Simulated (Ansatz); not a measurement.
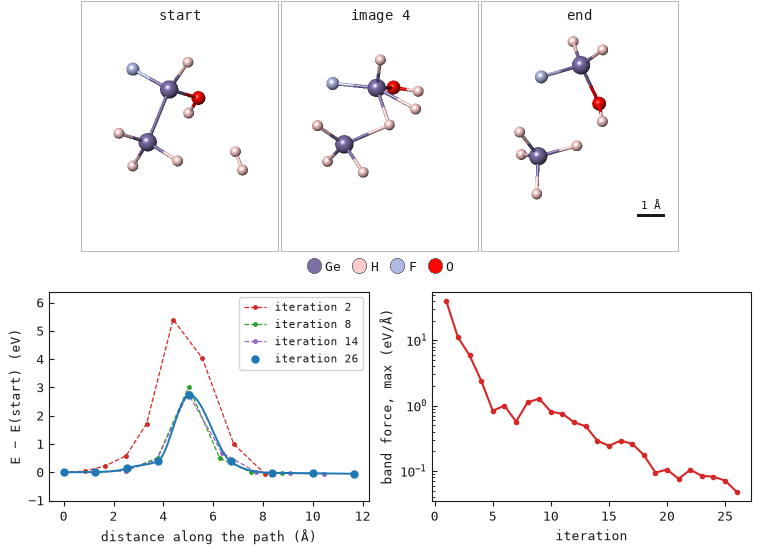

A nudged-elastic-band calculation for Ge$_{2}$H$_{7}$OF, made up at the start of Ge$_{2}$H$_{5}$OF and H2. Images are numbered from 0 (start) to 8 (end). The plot follows the band through its iterations. A ball-and-stick model, seen at a tilt.

These are results of RKS PBE0/def2-SVP (Ansatz), not measurements. Set-up: 7 movable images; climbing image; force threshold 0.05 eV/Å; iteration limit 60; starting path through a guess of the saddle point.

Did the band converge, and can the barrier be trusted?

Answer. The result is final at these settings. The band converged in 26 iterations. The largest component of the band force went from 39 to 0.048 eV/Å. The climbing image converged on the top of the path. Its vibrational analysis gives one imaginary mode (1386i cm⁻¹), as a transition state must have. The first iteration put the highest image at 14.87 eV. The highest point, image 4, lies 2.74 eV above the start and 2.79 eV above the end; the end is at −0.05 eV relative to the start.

Limits of the set-up: the start holds two separate molecules, 2.5 Å apart at their closest, whose relative position is a soft coordinate and is computed without a dispersion correction.
